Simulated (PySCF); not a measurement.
C₇H₉BO₂, SMILES OB(O)Cc1ccccc1 at its GFN2-xTB optimised geometry (Å):

```
19

O      2.2022    -1.2489     2.4858
B      2.0583    -2.2080     1.5358
O      2.4167    -3.4717     1.8336
C      1.4939    -1.9012     0.0569
C      0.7180    -0.6218     0.0000
C     -0.6722    -0.6218     0.0000
C     -1.3812     0.5661     0.0000
C     -0.7118     1.7783     0.0067
C      0.6724     1.7933     0.0103
C      1.3796     0.6038     0.0090
H      1.9252    -0.3673     2.2317
H      2.7555    -3.5851     2.7228
H      0.8786    -2.7343    -0.2802
H      2.3475    -1.8422    -0.6220
H     -1.2013    -1.5640    -0.0039
H     -2.4614     0.5466    -0.0061
H     -1.2652     2.7056     0.0056
H      1.2036     2.7343     0.0118
H      2.4614     0.6223     0.0000
```

Method: PBE0/def2-SVP (PySCF). Cells within 0.4 Å of a nucleus heavier than hydrogen are left out (blank, or x).

Map of the HOMO amplitude (bohr^(-3/2)) on the plane z = 1.5 Å; orbital energy -6.94 eV, overall sign arbitrary:

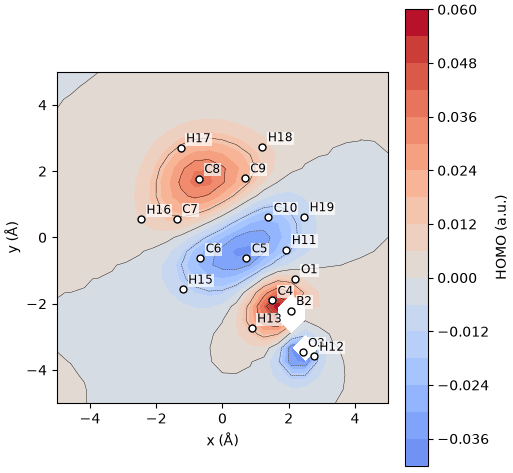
Figure: HOMO amplitude (bohr^(-3/2)) on the plane z = 1.5 Å.
